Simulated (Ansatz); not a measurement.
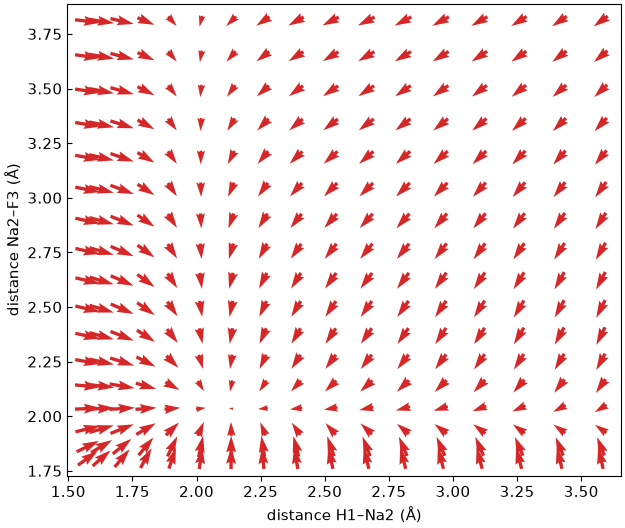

The system H⁻ + NaF. Coordinates scanned: (1) distance H1–Na2; (2) distance Na2–F3. Nothing is relaxed (the angle H1–Na2–F3 is fixed at 140 degrees). Grid: 17 × 17 points. The reference is spin-restricted, so regions where a bond is pulled apart into radicals lie too high. Theory: RHF/aug-cc-pVTZ (Ansatz 0.2.0).

The picture shows arrows along the force (downhill), their lengths compressed.

Question: The arrows alone are given. Where is the energy lowest?

Answer: The arrows converge at about distance H1–Na2 = 2.112 Å, distance Na2–F3 = 2.037 Å (read from the interpolated surface).

The energy map of the same scan:

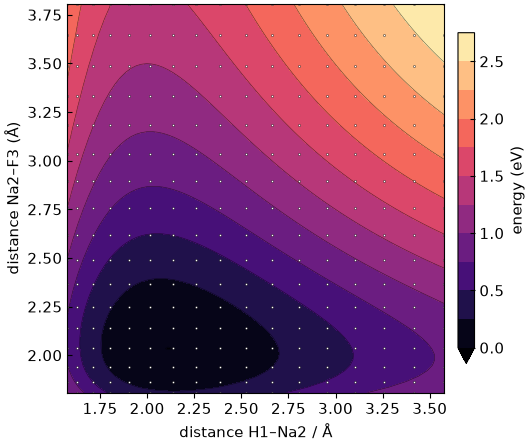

Energies are in eV, from the lowest grid point; between grid points the surface is interpolated.
